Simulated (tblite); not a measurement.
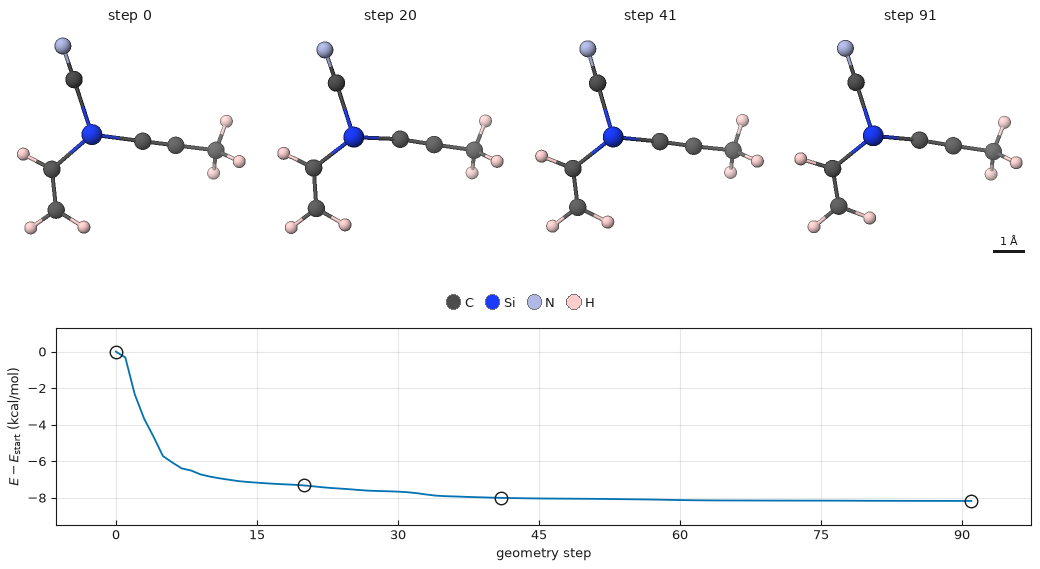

Frames of a relaxation of C$_{6}$H$_{6}$NSi (charge −1), marked on the history of the run. A ball-and-stick model, seen at a tilt.

Level of theory: GFN2-xTB geometry optimisation, gas phase (tblite 0.8.0). 

What happens along the run?

Answer. The energy falls by 8.17 kcal/mol in 91 geometry steps. The atom that moves furthest after the best rigid fit is an H atom (0.64 Å). By element the largest moves are H 0.64 Å, N 0.31 Å, C 0.29 Å, Si 0.25 Å. Some distances before and after: C–Si 1.880 → 1.849 Å, C–C 1.342 → 1.331 Å, C–H 1.083 → 1.094 Å, C–Si 1.856 → 1.865 Å. Among the angles between lasting bonds that change: Si–C–N 178.1° → 163.3°, C–Si–C 115.0° → 101.9°, Si–C–C 179.6° → 166.7°. Cost: 0.61 s on 1 thread of Arm Neoverse V1, with other jobs on the host. From step 0 to 20: Si and C atoms move most (0.22 Å), energy −7.32 kcal/mol. From step 20 to 41: an H atom moves most (0.32 Å), energy −0.68 kcal/mol. From step 41 to 91: an H atom moves most (0.24 Å), energy −0.17 kcal/mol.
